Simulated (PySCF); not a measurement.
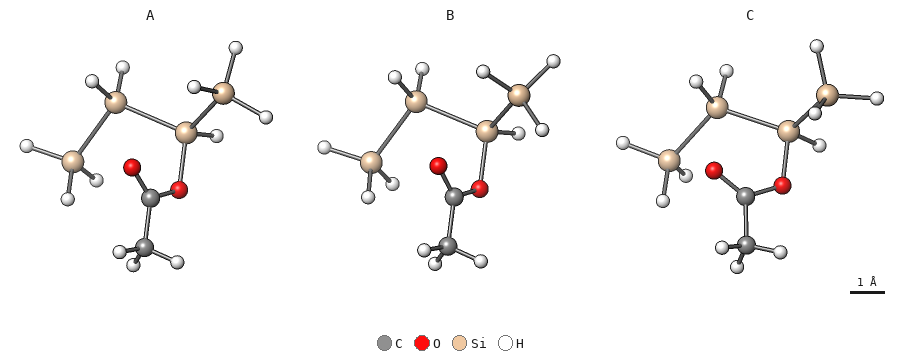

3 geometries from one relaxation of C$_{2}$H$_{12}$O$_{2}$Si$_{4}$, in shuffled order. Style: ball-and-stick. Shown from a free direction.

The start comes from GFN2-xTB. Its atoms were then displaced at random by about 0.01 Å.

These are results of PySCF, PBE0-D3(BJ)/def2-SVP geometry optimisation, gas phase, not measurements. 

Q: Put them in the order of the run, from the start to the converged end.

A: C, A, B. They are steps 0, 23, 30, at +0.432 eV, +0.024 eV relative to the last. After 30 geometry steps the energy has fallen by 0.432 eV. The atom that moves furthest after the best rigid fit is an H atom (1.70 Å). Largest moves by element: H 1.70 Å, O 0.91 Å, C 0.26 Å, Si 0.25 Å. Among the contacts that change: O–Si 2.860 → 2.713 Å, H–Si 1.445 → 1.495 Å, C–C 1.536 → 1.495 Å, Si–Si 2.310 → 2.345 Å. Among the angles between lasting bonds that change: Si–Si–Si 118.1° → 107.3°, Si–Si–Si 121.7° → 113.2°, O–Si–Si 101.7° → 109.4°. Groups turn about Si–Si by about 70°, O–Si by about 35°, C–C by about 25°.
